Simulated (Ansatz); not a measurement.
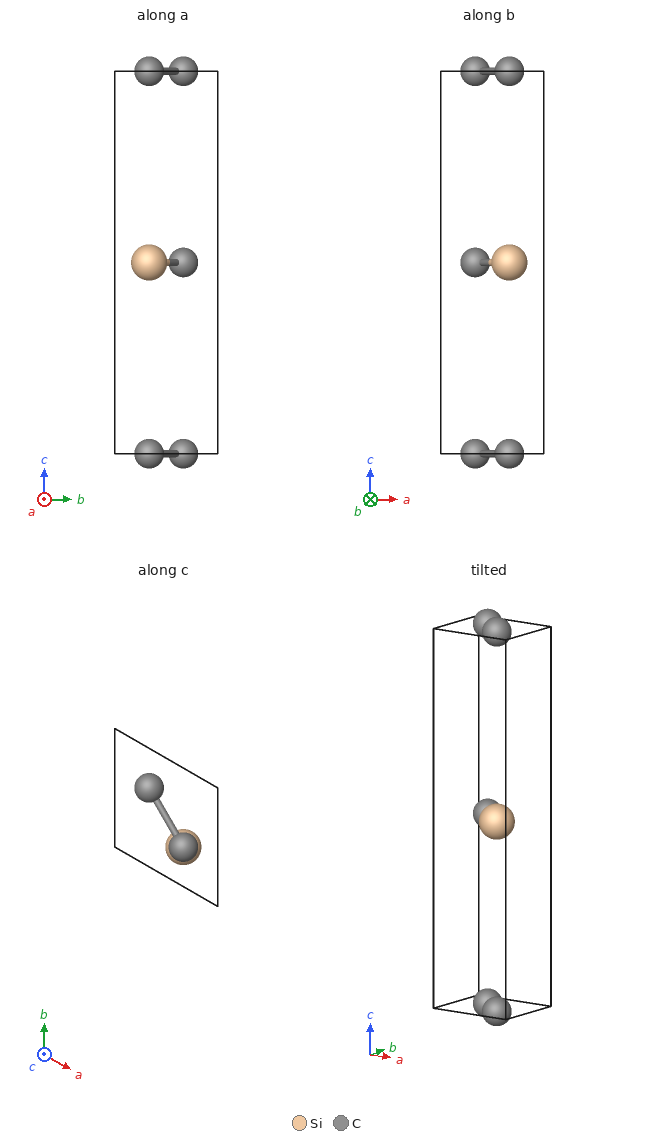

Crystal structure, ball-and-stick style, seen along the a axis, along the b axis, along the c axis and slightly off an axis. The conventional unit cell is outlined; an atom on or near a face, edge or corner is repeated at each equivalent position.

Lattice parameters: a = 2.8377 Å, b = 2.8377 Å, c = 9.1554 Å, α = 90.000°, β = 90.000°, γ = 120.000°.

Q: Write down what is shown as a CIF with its space group and independent sites.

A:
```cif
data_structure
_symmetry_space_group_name_H-M 'P -6 m 2'
_symmetry_Int_Tables_number 187
_cell_length_a 2.8377
_cell_length_b 2.8377
_cell_length_c 9.1554
_cell_angle_alpha 90.000
_cell_angle_beta 90.000
_cell_angle_gamma 120.000
_cell_volume 63.85
loop_
_atom_site_label
_atom_site_type_symbol
_atom_site_symmetry_multiplicity
_atom_site_Wyckoff_symbol
_atom_site_fract_x
_atom_site_fract_y
_atom_site_fract_z
_atom_site_occupancy
Si1 Si 1 f 0.6667 0.3333 0.5000 1
C1 C 1 c 0.3333 0.6667 0.0000 1
C2 C 1 d 0.3333 0.6667 0.5000 1
C3 C 1 e 0.6667 0.3333 0.0000 1
```

Origin of the cell: a structure type filled with these elements by a generator (whether the compound takes this form wasn't checked). What is shown is the relaxed result from DFT PBE, scalar-relativistic, plane waves, PAW (Ansatz 0.2.0).
